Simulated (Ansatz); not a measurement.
# F2H3SSi2 radical: up Jacob's ladder to CCSD(T), part 2 of 2

Ansatz 0.2.0, Gaussian basis; functionals in def2-TZVPP, the program's frozen cores in correlated methods.

## Step 17: ωB97M-V (range-separated)

The input, in.yaml:

```yaml
crystal:
  periodic: [false, false, false]
  atoms:
    - {symbol: F, position_ang: [0.323377, 0.194000, -2.511754]}
    - {symbol: Si, position_ang: [-0.195114, 1.131284, -1.321166]}
    - {symbol: S, position_ang: [-1.333363, 0.018163, 0.090901]}
    - {symbol: Si, position_ang: [0.314067, -0.775564, 1.177791]}
    - {symbol: F, position_ang: [0.769123, 0.237809, 2.322063]}
    - {symbol: H, position_ang: [-1.106567, 2.141251, -1.926290]}
    - {symbol: H, position_ang: [-0.152315, -2.017106, 1.828793]}
    - {symbol: H, position_ang: [1.472993, -0.986936, 0.283761]}
basis:
  gaussian: {orbitals: def2-TZVPP}
magnetization: {spin_polarized: true, initial_magnetization: 1}
hamiltonian: {xc: {name: wB97M-V}}
output: {forces: true, orbitals: {seedname: orbitals}}
```

Launch:

```console
$ ansatz run in.yaml --threads 4 --pin off --events-out ev --progress --plain --max-ram 10444MiB
```

Output, shortened:

```text
Functional definition: wB97M-V
  name "wB97M-V"
  cite "Mardirossian & Head-Gordon, J. Chem. Phys. 144, 214110 (2016) doi:10.1063/1.4952647"
  cite "Becke, J. Chem. Phys. 107, 8554 (1997) doi:10.1063/1.475007"
  cite "Vydrov & Van Voorhis, J. Chem. Phys. 133, 244103 (2010) doi:10.1063/1.3521275"
  # Of w^i u^j: cxij and so on, Table III.
[...]
  gx(w, u) = 1 - cx + cx01*u + cx10*w
[...]
Atom 4 at     0.769123     0.237809     2.322063 Å, force     0.035718     0.091075     0.084726 eV/Å
Atom 5 at    -1.106567     2.141251    -1.926290 Å, force     0.061946    -0.102774     0.043195 eV/Å
Atom 6 at    -0.152315    -2.017106     1.828793 Å, force     0.068807     0.156952    -0.082534 eV/Å
Atom 7 at     1.472993    -0.986936     0.283761 Å, force    -0.140769     0.025571     0.106736 eV/Å
Dipole moment:     0.004695    -0.014229    -0.006509 e Å
```

It took 7.5 s on 4 threads of Intel Xeon 6975P-C, shared host; peak memory 1.1 GiB.

Atomisation energy: 654.0 kcal/mol (free atoms -32048.716 eV, run apart). HOMO -8.42 eV, LUMO -1.37 eV.

## Step 18: B2PLYP (double hybrid)

Changes to in.yaml since step 17:

```diff
@@ -14,3 +14,2 @@
 magnetization: {spin_polarized: true, initial_magnetization: 1}
-hamiltonian: {xc: {name: wB97M-V}}
-output: {forces: true, orbitals: {seedname: orbitals}}
+hamiltonian: {xc: {name: B2PLYP}}
```

The command is unchanged.

Output, shortened:

```text
Functional definition: B2PLYP
  name "B2PLYP"
  cite "Grimme, J. Chem. Phys. 124, 034108 (2006) doi:10.1063/1.2148954"
  cite "Becke, Phys. Rev. A 38, 3098 (1988) doi:10.1103/PhysRevA.38.3098"
  cite "Lee, Yang & Parr, Phys. Rev. B 37, 785 (1988) doi:10.1103/PhysRevB.37.785"
[...]
1377 factors; integrals over basis functions are off by at most 5.6e-4 eV
[...]
mean field -32059.47577302 eV, -1178.1640039654 hartree, gradient 5.3e-6 eV, S^2 0.753770; 0 other end points of the search recorded, 0 dependent functions left out
17 core orbitals not correlated: weight in the atoms' cores, before any rotation towards them, 1.000 or more for the frozen orbitals, at most 0.000 for the correlated occupied ones
reference -32059.47593971 eV, -1178.1640100910 hartree; 16, 15 occupied and 197, 198 virtual orbitals, 1377 factors
second order -29.22674149 eV of doubles, -0.00000000 eV of singles
Total energy: -32067.36715991 eV, -1178.4540070846 hartree
```

It took 3.5 s on 4 threads of Intel Xeon 6975P-C, shared host; peak memory 0.78 GiB.

With the free atoms at this level, -32039.504 eV in sum, the atomisation energy is 642.5 kcal/mol.

## Step 19: PBE-QIDH (double hybrid)

Changes to in.yaml since step 18:

```diff
@@ -14,2 +14,2 @@
 magnetization: {spin_polarized: true, initial_magnetization: 1}
-hamiltonian: {xc: {name: B2PLYP}}
+hamiltonian: {xc: {name: PBE-QIDH}}
```

The command is unchanged.

Output, shortened:

```text
Functional definition: PBE-QIDH
  name "PBE-QIDH"
  cite "Brémond, Sancho-García, Pérez-Jiménez & Adamo, J. Chem. Phys. 141, 031101 (2014) doi:10.1063/1.4890314"
  cite "Perdew, Burke & Ernzerhof, Phys. Rev. Lett. 77, 3865 (1996) doi:10.1103/PhysRevLett.77.3865"
[...]
1377 factors; integrals over basis functions are off by at most 5.6e-4 eV
[...]
mean field -32047.96784788 eV, -1177.7410955169 hartree, gradient 7.2e-6 eV, S^2 0.754357; 0 other end points of the search recorded, 0 dependent functions left out
17 core orbitals not correlated: weight in the atoms' cores, before any rotation towards them, 1.000 or more for the frozen orbitals, at most 0.000 for the correlated occupied ones
reference -32047.96786101 eV, -1177.7410959994 hartree; 16, 15 occupied and 197, 198 virtual orbitals, 1377 factors
second order -27.19073884 eV of doubles, -0.00000000 eV of singles
Total energy: -32057.03144063 eV, -1178.0741764068 hartree
```

It took 3.6 s on 4 threads of Intel Xeon 6975P-C, shared host; peak memory 0.71 GiB.

Atomisation energy: 645.4 kcal/mol (free atoms -32029.044 eV, run apart).

## Step 20: Orbital energies across the functionals

Dipoles come from the runs that computed forces. Levels are read from the orbital files that the runs wrote (highest filled and lowest empty over both spins):

```
  functional  HOMO (eV)  LUMO (eV)  gap (eV)  dipole (D)
 LDA (SPW92)      -5.48      -4.29      1.19            
      PBE-D4      -5.49      -3.84      1.66        0.17
   revPBE-D4      -5.47      -3.68      1.79            
     BLYP-D4      -5.29      -3.87      1.42            
   r2SCAN-D4      -5.87      -3.40      2.47        0.13
      B97M-V      -5.60      -4.04      1.57            
     PBE0-D4      -6.69      -2.95      3.74            
    B3LYP-D4      -6.40      -3.35      3.06        0.12
  r2SCANh-D4      -6.30      -3.11      3.19            
  r2SCAN0-D4      -6.96      -2.68      4.28            
    HSE06-D4      -6.29      -3.33      2.96            
    BHLYP-D4      -7.70      -2.18      5.53            
CAM-B3LYP-D4      -7.91      -2.07      5.83            
     LC-ωPBE      -9.33      -0.64      8.69            
     ωB97X-V      -8.82      -1.22      7.60            
     ωB97M-V      -8.42      -1.37      7.05        0.08
```

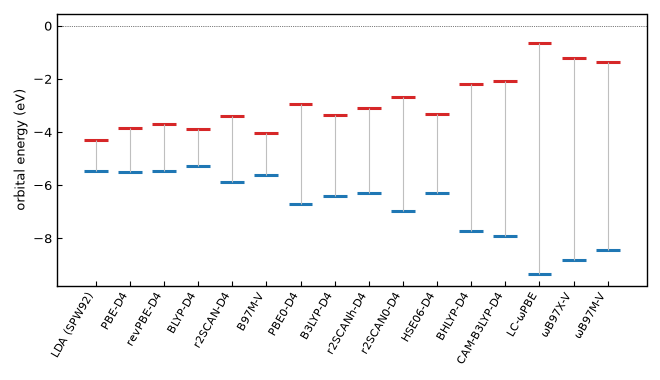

Highest occupied (blue) and lowest empty (red) level by functional.

## Step 21: CCSD(T) in def2-SVP

Changes to in.yaml since step 19:

```diff
@@ -12,4 +12,5 @@
 basis:
-  gaussian: {orbitals: def2-TZVPP}
+  gaussian: {orbitals: def2-SVP}
 magnetization: {spin_polarized: true, initial_magnetization: 1}
-hamiltonian: {xc: {name: PBE-QIDH}}
+correlation: {method: ccsd_t}
+scf: {omitted_lower_state_checks: [cluster_reference]}
```

The command is unchanged.

Output, shortened:

```text
Functional definition: HF
  name "HF"
  cite "Fock, Z. Phys. 61, 126 (1930) doi:10.1007/BF01340294"
  parent pbe
[...]
900 factors; integrals over basis functions are off by at most 1.2e-3 eV
[...]
mean field -31991.84072864 eV, -1175.6784619290 hartree, gradient 2.9e-6 eV, S^2 0.754036; 0 other end points of the search recorded, 0 dependent functions left out
[...]
reference -31991.84072864 eV, -1175.6784619290 hartree; 16, 15 occupied and 64, 65 virtual orbitals, 900 factors
second order -18.22054541 eV of doubles, -0.00000000 eV of singles
cycle   1  -18.76464971 eV  change   -5.4e-1 eV  update   1.1e-1
[...]
cycle  10  -19.34167771 eV  change    1.5e-5 eV  update   3.0e-5
perturbative correction -0.41443697 eV, -0.0152302776 hartree
Total energy: -32011.59684332 eV, -1176.4044857522 hartree
Checks for a lower state left out: cluster_reference
```

Run time: 4.9 s. Hardware: 4 threads of Intel Xeon 6975P-C, shared host; peak memory 0.7 GiB.

## Step 22: CCSD(T) in def2-TZVPP

Changes to in.yaml since step 21:

```diff
@@ -12,3 +12,3 @@
 basis:
-  gaussian: {orbitals: def2-SVP}
+  gaussian: {orbitals: def2-TZVPP}
 magnetization: {spin_polarized: true, initial_magnetization: 1}
@@ -16 +16,2 @@
 scf: {omitted_lower_state_checks: [cluster_reference]}
+output: {orbitals: {seedname: orbitals}}
```

Launched as before.

Output, shortened:

```text
Functional definition: HF
  name "HF"
  cite "Fock, Z. Phys. 61, 126 (1930) doi:10.1007/BF01340294"
  parent pbe
[...]
1377 factors; integrals over basis functions are off by at most 5.6e-4 eV
[...]
mean field -32008.71331934 eV, -1176.2985182006 hartree, gradient 5.3e-6 eV, S^2 0.755722; 0 other end points of the search recorded, 0 dependent functions left out
[...]
reference -32008.71331934 eV, -1176.2985182006 hartree; 16, 15 occupied and 197, 198 virtual orbitals, 1377 factors
second order -24.21326857 eV of doubles, -0.00000000 eV of singles
cycle   1  -24.55094142 eV  change   -3.4e-1 eV  update   1.1e-1
[...]
cycle  10  -25.25146792 eV  change    2.5e-5 eV  update   3.6e-5
perturbative correction -0.89698354 eV, -0.0329635372 hartree
Total energy: -32034.86177080 eV, -1177.2594560677 hartree
Checks for a lower state left out: cluster_reference
```

Wall time 3.3 min (4 threads of Intel Xeon 6975P-C, shared host); peak memory 4.4 GiB.

## Step 23: MP2 in def2-QZVPP

Changes to in.yaml since step 22:

```diff
@@ -12,6 +12,5 @@
 basis:
-  gaussian: {orbitals: def2-TZVPP}
+  gaussian: {orbitals: "def2-QZVPP.json"}
 magnetization: {spin_polarized: true, initial_magnetization: 1}
-correlation: {method: ccsd_t}
+correlation: {method: mp2}
 scf: {omitted_lower_state_checks: [cluster_reference]}
-output: {orbitals: {seedname: orbitals}}
```

The command is unchanged.

Output, shortened:

```text
Functional definition: HF
  name "HF"
  cite "Fock, Z. Phys. 61, 126 (1930) doi:10.1007/BF01340294"
  parent pbe
[...]
2483 factors; integrals over basis functions are off by at most 6.4e-4 eV
[...]
mean field -32009.78909800 eV, -1176.3380523373 hartree, gradient 1.8e-6 eV, S^2 0.755860; 0 other end points of the search recorded, 0 dependent functions left out
17 core orbitals not correlated: weight in the atoms' cores, before any rotation towards them, 1.000 or more for the frozen orbitals, at most 0.000 for the correlated occupied ones
reference -32009.78909800 eV, -1176.3380523373 hartree; 16, 15 occupied and 381, 382 virtual orbitals, 2483 factors
second order -26.47664018 eV of doubles, -0.00000000 eV of singles
Total energy: -32036.26573819 eV, -1177.3110509175 hartree
Checks for a lower state left out: cluster_reference
```

Run time: 13 s. Hardware: 4 threads of Intel Xeon 6975P-C, shared host; peak memory 2.2 GiB.

Energy pieces by basis (eV):

```
     basis           HF  MP2 correlation  CCSD correlation      (T)              total
  def2-SVP  -31991.8407         -18.2205          -19.3417  -0.4144        -32011.5968
def2-TZVPP  -32008.7133         -24.2133          -25.2515  -0.8970        -32034.8618
def2-QZVPP  -32009.7891         -26.4766                             -32036.2657 (MP2)
```

The report of the def2-TZVPP run gives T1 = 0.0141.

## Step 24: The basis-set limit

No new run: Hartree-Fock is extrapolated as exp(−7.88√X) and correlation as X^−2.97, with X = 3 and 4; only MP2 was run in the larger set, so CCSD(T) minus MP2 is added from the smaller one.

```
  level  energy at the limit (eV)
     HF               -32009.9373
    MP2               -32038.0905
   CCSD               -32039.1287
CCSD(T)               -32040.0257
```

## Step 25: RPA on PBE orbitals

Changes to in.yaml since step 23:

```diff
@@ -12,5 +12,5 @@
 basis:
-  gaussian: {orbitals: "def2-QZVPP.json"}
+  gaussian: {orbitals: def2-TZVPP}
 magnetization: {spin_polarized: true, initial_magnetization: 1}
-correlation: {method: mp2}
-scf: {omitted_lower_state_checks: [cluster_reference]}
+hamiltonian: {xc: pbe}
+correlation: {method: rpa}
```

The command is unchanged.

Output, shortened:

```text
Functional definition: PBE
  name "PBE"
  cite "Perdew, Burke & Ernzerhof, Phys. Rev. Lett. 77, 3865 (1996) doi:10.1103/PhysRevLett.77.3865"
  parent pbe
[...]
1377 factors; integrals over basis functions are off by at most 5.6e-4 eV
[...]
mean field -32062.12735386 eV, -1178.2614477638 hartree, gradient 2.6e-6 eV, S^2 0.751988; 0 other end points of the search recorded, 0 dependent functions left out
17 core orbitals not correlated: weight in the atoms' cores, before any rotation towards them, 1.000 or more for the frozen orbitals, at most 0.000 for the correlated occupied ones
reference -32006.61547836 eV, -1176.2214239667 hartree; 16, 15 occupied and 197, 198 virtual orbitals, 1377 factors
Total energy: -32046.07122974 eV, -1177.6713960858 hartree
```

It took 3.2 s on 4 threads of Intel Xeon 6975P-C, shared host; peak memory 0.6 GiB.

RPA correlation: -39.456 eV. No RPA run of the hydrogen atom was made, so RPA has no atomisation energy below.

## Step 26: Atomisation energies

Atomisation energy = energies of 2 F, 2 Si, 1 S, 3 H (separate runs, same level) minus the molecule's; electronic only, no spin-orbit term.

Differences are taken before rounding.

```
            method             rung  atoms, summed (eV)  atomisation energy (kcal/mol)  from CCSD(T)/CBS (kcal/mol)     time
       LDA (SPW92)              LDA          -31912.674                          742.9                        +87.7      1 s
            PBE-D4              GGA          -32033.822                          658.1                         +2.8    1.7 s
         revPBE-D4              GGA          -32045.611                          642.2                        -13.0    1.6 s
           BLYP-D4              GGA          -32051.895                          648.0                         -7.3    1.6 s
         r2SCAN-D4         meta-GGA          -32047.429                          658.4                         +3.2    3.1 s
            B97M-V         meta-GGA          -32042.848                          658.0                         +2.8      5 s
           PBE0-D4           hybrid          -32036.731                          646.1                         -9.1    2.8 s
          B3LYP-D4           hybrid          -32054.015                          648.2                         -7.1    3.1 s
        r2SCANh-D4           hybrid          -32047.239                          652.9                         -2.4    4.3 s
        r2SCAN0-D4           hybrid          -32046.971                          645.0                        -10.2    4.2 s
          HSE06-D4           hybrid          -32035.932                          646.5                         -8.8      3 s
          BHLYP-D4           hybrid          -32051.202                          631.4                        -23.9    3.4 s
      CAM-B3LYP-D4  range-separated          -32051.494                          652.6                         -2.6    3.2 s
           LC-ωPBE  range-separated          -32041.028                          646.8                         -8.5    2.1 s
           ωB97X-V  range-separated          -32045.570                          657.6                         +2.3      6 s
           ωB97M-V  range-separated          -32048.716                          654.0                         -1.2    7.5 s
            B2PLYP    double hybrid          -32039.504                          642.5                        -12.7    3.5 s
          PBE-QIDH    double hybrid          -32029.044                          645.4                         -9.8    3.6 s
     HF/def2-TZVPP     wavefunction          -31987.711                          484.3                       -170.9         
    MP2/def2-TZVPP     wavefunction          -32004.696                          651.0                         -4.2         
   CCSD/def2-TZVPP     wavefunction          -32006.988                          622.1                        -33.1         
  CCSD(T)/def2-SVP     wavefunction          -31986.067                          588.7                        -66.5    4.9 s
CCSD(T)/def2-TZVPP     wavefunction          -32007.439                          632.4                        -22.9  3.3 min
           MP2/CBS     wavefunction          -32008.868                          673.9                        +18.6         
       CCSD(T)/CBS     wavefunction          -32011.611                          655.3                            0  3.6 min
```

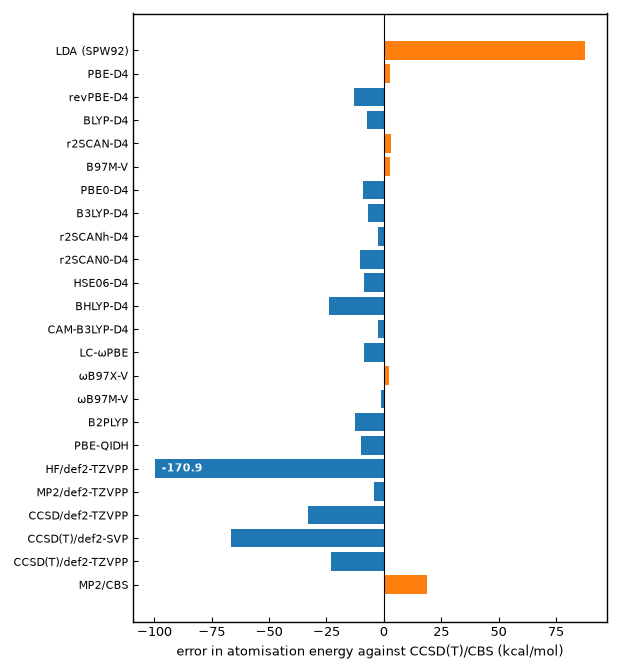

Error of each method against CCSD(T)/CBS. Bars with a number in them are cut short.

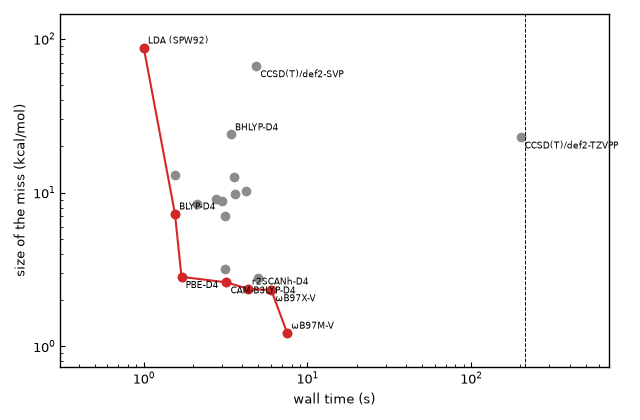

Miss against cost. Red marks the levels that no quicker level drawn beats (of those quicker than the yardstick), and the dashed line is the time of CCSD(T)/CBS. Only those levels and the largest misses are named. Times are from a shared host.

LDA (SPW92), LC-ωPBE, B2PLYP, PBE-QIDH carry no dispersion term (for B3LYP, D4 adds 8.8 kcal/mol).

Times are those of the molecule's run; HF, MP2 and CCSD come out of the CCSD(T) runs, and the limit's time is the sum of the runs that it needs.

## Step 27: Results

What follows sums up all 2 parts.

| quantity | value |
| --- | --- |
| atomisation energy, CCSD(T)/CBS | 655.3 kcal/mol |
| functionals within 3.3 kcal/mol (0.5 %) | PBE-D4, r2SCAN-D4, B97M-V, r2SCANh-D4, CAM-B3LYP-D4, ωB97X-V, ωB97M-V |
| farthest beyond LDA | BHLYP-D4 (-23.9 kcal/mol) |
| mean size of error, GGA | 7.7 kcal/mol |
| mean size of error, meta-GGA | 3.0 kcal/mol |
| mean size of error, hybrid | 10.2 kcal/mol |
| mean size of error, range-separated | 3.7 kcal/mol |
| mean size of error, double hybrid | 11.3 kcal/mol |
| gap, smallest and largest | 1.19 eV (LDA (SPW92)), 8.69 eV (LC-ωPBE) |
| T1 diagnostic | 0.0141 |
| triples share of the correlation energy | 3.4 % |

LDA overbinds by 87.7 kcal/mol (13 %). PBE-D4 misses by +2.8 kcal/mol. Double hybrids carry the basis error of their MP2 part in triple zeta, and no dispersion term here, so their miss is partly the set-up's. Taken by rung, meta-GGA functionals do best (3.0 kcal/mol on average) and double hybrid ones worst beyond LDA (11.3 kcal/mol). hybrid functionals lie within the reference's doubt of that worst mean (10.2 kcal/mol), so those two tie. The gap between the best rungs is small, so their order is not settled. The reference freezes the cores and leaves out relativity and excitations past (T), so misses under about 3.3 kcal/mol can't be ranked. Hartree-Fock recovers 74 % of the binding; the rest is correlation. CCSD(T) in def2-SVP is off by -66.5 kcal/mol, more than most functionals: a good method in a small basis is no reference. Orbital gaps span 1.2 to 8.7 eV; exact exchange widens them.

ωB97M-V reaches 1.2 kcal/mol from the reference in 7.5 s, where CCSD(T)/CBS took 3.6 min; the quickest level in the cost chart, LDA (SPW92), takes 1 s and misses by 87.7 kcal/mol.
